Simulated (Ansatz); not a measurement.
# CH$_{4}$BCl$_{3}$O: geometry relaxation (part 2 of 2)

The same run, continued: CH$_{4}$BCl$_{3}$O; RKS B3LYP/def2-SVP (Ansatz 0.2.0). It belongs to a series of runs on one base structure; here: end point B relaxed.

Geometry of the input (Å):
```
B  0.1262  -0.4460  -0.5220
Cl -0.3753  -0.2187  2.4990
Cl 1.5034  0.6499  -0.5044
Cl -1.4280  0.0872  -1.1737
O  0.3432  -1.7416  -0.1210
C  -0.6583  -2.7539  -0.1257
H  -0.1493  -3.7218  -0.0173
H  -1.3512  -2.6095  0.7187
H  -1.2338  -2.7435  -1.0636
H  0.5206  -1.0524  1.9710
```

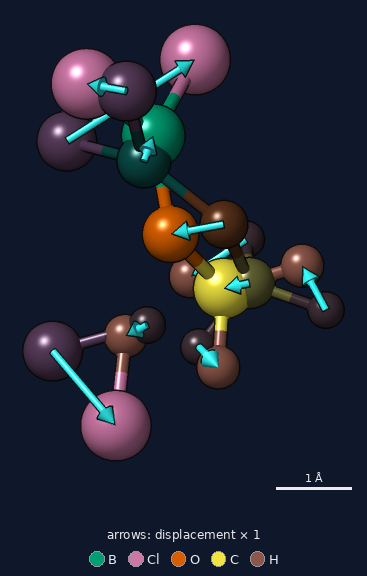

**Figure 1.** Start (faint) and end (solid) with the displacements as teal arrows, at true length (ball-and-stick view, seen at a tilt). The two geometries are laid on each other by the best rigid fit. Cl4 moves most after the best rigid fit: 2.05 Å. Largest moves by element: Cl 2.05 Å, H 0.90 Å, O 0.73 Å, B 0.39 Å, C 0.36 Å. Distances before and after: Cl2–H10 1.333 → 1.300 Å, B1–O5 1.374 → 1.343 Å, O5–C6 1.424 → 1.430 Å. Among the angles that change: O5–C6–H8 110.3° → 106.7°, O5–C6–H7 107.5° → 110.4°. After 37 geometry steps the energy has fallen by 0.186 eV. The largest force component goes from 1.1 to 0.021 eV/Å. The line search rejected the trial steps at points 7, 19, 21, 29, 32, 35 (counted from 0) and went back. (Atoms are counted from 1 in the order of the input.)

```
mean field -41383.92447424 eV, -1520.8311733967 hartree, gradient 1.4e-5 eV, S^2 0.000000; 1 other end points of the search recorded, 0 dependent functions left out
the calculation of the forces begins
reference -41383.92473527 eV, -1520.8311829896 hartree; 37, 37 occupied and 79, 79 virtual orbitals, 1208 factors
Total energy: -41383.92473527 eV, -1520.8311829896 hartree
Atom 0 at     0.171940    -0.443047    -0.911456 Å, force    -0.000063    -0.001651     0.010365 eV/Å
Atom 1 at     0.179128    -1.263692     3.349789 Å, force     0.000279    -0.001264     0.001475 eV/Å
Atom 2 at     1.075984     1.032550    -0.584636 Å, force     0.000136     0.000232     0.000087 eV/Å
Atom 3 at    -0.317695    -0.840186    -2.564704 Å, force     0.001104    -0.001508    -0.000184 eV/Å
Atom 4 at    -0.127830    -1.240732     0.126885 Å, force     0.001294     0.005544    -0.013728 eV/Å
Atom 5 at    -0.848183    -2.473024     0.045478 Å, force    -0.005443    -0.020223     0.005764 eV/Å
Atom 6 at    -0.266411    -3.221432    -0.514477 Å, force    -0.012700     0.013506     0.008373 eV/Å
Atom 7 at    -1.001970    -2.818338     1.076428 Å, force     0.002948     0.006408    -0.020990 eV/Å
Atom 8 at    -1.818963    -2.324784    -0.450966 Å, force     0.013123    -0.003431     0.009524 eV/Å
Atom 9 at     0.251500    -0.957514     2.088760 Å, force    -0.000677     0.002387    -0.000685 eV/Å
Dipole moment:    -0.215271    -0.332618    -0.333114 e Å
```

## Trajectory as extended XYZ (Å, eV, eV/Å), 10 of the 38 frames kept, from step=1 to step=38
```
10
Properties=species:S:1:pos:R:3:forces:R:3 step=1 energy=-41383.73843
B     0.1262   -0.4460   -0.5220    0.2196  -1.0983  -0.0086
Cl   -0.3753   -0.2187    2.4990    0.6860  -0.6653  -0.1031
Cl    1.5034    0.6499   -0.5044    0.0146   0.0171   0.0075
Cl   -1.4280    0.0872   -1.1737   -0.0018   0.0068  -0.0032
O     0.3432   -1.7416   -0.1210   -0.1825   1.0508  -0.3334
C    -0.6583   -2.7539   -0.1257    0.0060  -0.0205  -0.0162
H    -0.1493   -3.7218   -0.0173   -0.0037   0.0068  -0.0005
H    -1.3512   -2.6095    0.7187    0.0025   0.0123   0.0094
H    -1.2338   -2.7435   -1.0636    0.0011  -0.0025   0.0091
H     0.5206   -1.0524    1.9710   -0.7418   0.6928   0.4390
10
Properties=species:S:1:pos:R:3:forces:R:3 step=5 energy=-41383.87604
B     0.1440   -0.4528   -0.7076    0.0248   0.1272  -0.1917
Cl   -0.3405   -0.5586    2.9549   -0.0140  -0.0120   0.0090
Cl    1.4944    0.6856   -0.6636   -0.0596  -0.0384   0.0281
Cl   -1.3720    0.0141   -1.5017    0.0357   0.0205   0.0335
O     0.3193   -1.6607   -0.1619   -0.0094  -0.0830   0.1892
C    -0.6691   -2.6870   -0.0989   -0.0402   0.0022  -0.0379
H    -0.1524   -3.6404    0.0708    0.0437  -0.0092  -0.0131
H    -1.3554   -2.4951    0.7404    0.0135   0.0238   0.0038
H    -1.2442   -2.7344   -1.0348   -0.0196  -0.0302   0.0116
H     0.4733   -1.0210    2.0635    0.0253  -0.0008  -0.0324
10
Properties=species:S:1:pos:R:3:forces:R:3 step=9 energy=-41383.88809
B     0.1407   -0.4334   -0.7487    0.0139  -0.0320   0.0277
Cl   -0.2782   -0.7194    2.9801   -0.0095   0.0121   0.0660
Cl    1.4603    0.7275   -0.6327    0.0234   0.0302   0.0005
Cl   -1.2853   -0.0486   -1.7225   -0.0197  -0.0003  -0.0317
O     0.2652   -1.5880   -0.0760    0.0116   0.0271  -0.0125
C    -0.6858   -2.6501   -0.0403   -0.0159  -0.0555  -0.0201
H    -0.1286   -3.5910    0.0762   -0.0230   0.0262  -0.0112
H    -1.3498   -2.5116    0.8263    0.0091  -0.0014   0.0064
H    -1.2852   -2.6790   -0.9611   -0.0041  -0.0120   0.0009
H     0.4443   -1.0566    1.9598    0.0141   0.0055  -0.0260
10
Properties=species:S:1:pos:R:3:forces:R:3 step=13 energy=-41383.89915
B     0.1265   -0.4220   -0.8260   -0.1161   0.0119  -0.1259
Cl   -0.0857   -0.8994    3.1849    0.0352  -0.0200  -0.0705
Cl    1.3504    0.8239   -0.5663   -0.0763  -0.0428  -0.0349
Cl   -1.0688   -0.2277   -2.1398    0.2271  -0.0659   0.2526
O     0.1423   -1.4836   -0.0051   -0.0368   0.0264  -0.0350
C    -0.7392   -2.6077   -0.0071   -0.0355   0.0146  -0.0272
H    -0.1268   -3.5233   -0.0038   -0.0344   0.0642  -0.0031
H    -1.3456   -2.5748    0.9130    0.0628   0.0063  -0.0724
H    -1.3932   -2.5961   -0.8919    0.0106  -0.0139   0.0527
H     0.4375   -1.0394    2.0032   -0.0365   0.0191   0.0638
10
Properties=species:S:1:pos:R:3:forces:R:3 step=17 energy=-41383.90820
B     0.1401   -0.4312   -0.8567   -0.0776   0.2117  -0.1048
Cl    0.0136   -1.0220    3.2379    0.0265  -0.0070  -0.0920
Cl    1.2622    0.8923   -0.5397    0.0063  -0.0312  -0.0364
Cl   -0.8990   -0.3770   -2.2957    0.0828  -0.0217   0.0530
O     0.0871   -1.4253    0.0365   -0.0204  -0.1368   0.0545
C    -0.7672   -2.5692    0.0140   -0.0131  -0.0588   0.0570
H    -0.1417   -3.4711   -0.0797   -0.0349   0.0471  -0.0032
H    -1.3043   -2.6013    0.9748    0.0325  -0.0112  -0.0626
H    -1.4808   -2.5199   -0.8208    0.0190   0.0000   0.0272
H     0.3876   -1.0255    1.9905   -0.0211   0.0080   0.1072
10
Properties=species:S:1:pos:R:3:forces:R:3 step=22 energy=-41383.91607 accepted=F
B     0.1594   -0.4397   -0.8968   -0.1170   0.0507   0.0581
Cl    0.0496   -1.1432    3.3187    0.0190   0.0102  -0.0663
Cl    1.2179    0.9359   -0.5832   -0.0081  -0.0514  -0.0275
Cl   -0.6843   -0.5699   -2.4535    0.0959  -0.0247   0.0954
O    -0.0081   -1.3350    0.0922    0.0346   0.0427  -0.1465
C    -0.7943   -2.5266    0.0332   -0.0215  -0.0828   0.0558
H    -0.1609   -3.3632   -0.3094   -0.0807   0.0653   0.0358
H    -1.1502   -2.7311    1.0558    0.0520   0.0211  -0.1219
H    -1.6476   -2.4061   -0.6519    0.0463  -0.0153   0.0447
H     0.3159   -0.9712    2.0561   -0.0203  -0.0158   0.0724
10
Properties=species:S:1:pos:R:3:forces:R:3 step=26 energy=-41383.91915
B     0.1510   -0.4323   -0.9002    0.0153  -0.0019  -0.0152
Cl    0.0838   -1.1893    3.3295    0.0122   0.0093  -0.0521
Cl    1.1865    0.9613   -0.5922   -0.0340  -0.0282  -0.0091
Cl   -0.6147   -0.6319   -2.4889    0.0473   0.0051   0.1027
O    -0.0276   -1.3113    0.1005   -0.0370   0.0529  -0.1033
C    -0.8049   -2.5092    0.0391    0.0003  -0.0332   0.0475
H    -0.1728   -3.3354   -0.3208   -0.0175  -0.0099   0.0029
H    -1.1434   -2.7271    1.0619    0.0216   0.0098  -0.0414
H    -1.6674   -2.3903   -0.6317    0.0015   0.0045   0.0095
H     0.3071   -0.9847    2.0638   -0.0097  -0.0084   0.0583
10
Properties=species:S:1:pos:R:3:forces:R:3 step=30 energy=-41383.91444 accepted=F
B     0.1502   -0.4273   -0.9070    0.0783  -0.1359  -0.3580
Cl    0.2195   -1.2909    3.3424    0.0074   0.0675  -0.2047
Cl    1.0734    1.0364   -0.5614   -0.1014  -0.0606  -0.0466
Cl   -0.3307   -0.8181   -2.5864    0.0726   0.1257   0.4061
O    -0.1327   -1.2468    0.1159   -0.0503   0.0069   0.0367
C    -0.8542   -2.4802    0.0466   -0.0529  -0.0556  -0.0523
H    -0.2388   -3.2611   -0.4367   -0.0793   0.1428   0.0540
H    -1.0755   -2.7766    1.0835    0.0214   0.0342  -0.1111
H    -1.7914   -2.3497   -0.5220    0.1161  -0.0459   0.0741
H     0.2777   -0.9361    2.0861   -0.0120  -0.0790   0.2018
10
Properties=species:S:1:pos:R:3:forces:R:3 step=34 energy=-41383.92347
B     0.1639   -0.4383   -0.9116    0.0000  -0.0007  -0.0263
Cl    0.1635   -1.2551    3.3486    0.0015   0.0038  -0.0138
Cl    1.1017    1.0167   -0.5839   -0.0070  -0.0057  -0.0080
Cl   -0.4006   -0.7836   -2.5546    0.0137   0.0069   0.0353
O    -0.1027   -1.2580    0.1176   -0.0102  -0.0127   0.0072
C    -0.8381   -2.4821    0.0445   -0.0109  -0.0116  -0.0167
H    -0.2314   -3.2603   -0.4455   -0.0252   0.0274   0.0161
H    -1.0583   -2.7822    1.0779    0.0089   0.0060  -0.0300
H    -1.7739   -2.3441   -0.5185    0.0316  -0.0095   0.0244
H     0.2734   -0.9633    2.0866   -0.0024  -0.0039   0.0118
10
Properties=species:S:1:pos:R:3:forces:R:3 step=38 energy=-41383.92447
B     0.1719   -0.4430   -0.9115   -0.0001  -0.0017   0.0104
Cl    0.1791   -1.2637    3.3498    0.0003  -0.0013   0.0015
Cl    1.0760    1.0326   -0.5846    0.0001   0.0002   0.0001
Cl   -0.3177   -0.8402   -2.5647    0.0011  -0.0015  -0.0002
O    -0.1278   -1.2407    0.1269    0.0013   0.0055  -0.0137
C    -0.8482   -2.4730    0.0455   -0.0054  -0.0202   0.0058
H    -0.2664   -3.2214   -0.5145   -0.0127   0.0135   0.0084
H    -1.0020   -2.8183    1.0764    0.0029   0.0064  -0.0210
H    -1.8190   -2.3248   -0.4510    0.0131  -0.0034   0.0095
H     0.2515   -0.9575    2.0888   -0.0007   0.0024  -0.0007
```
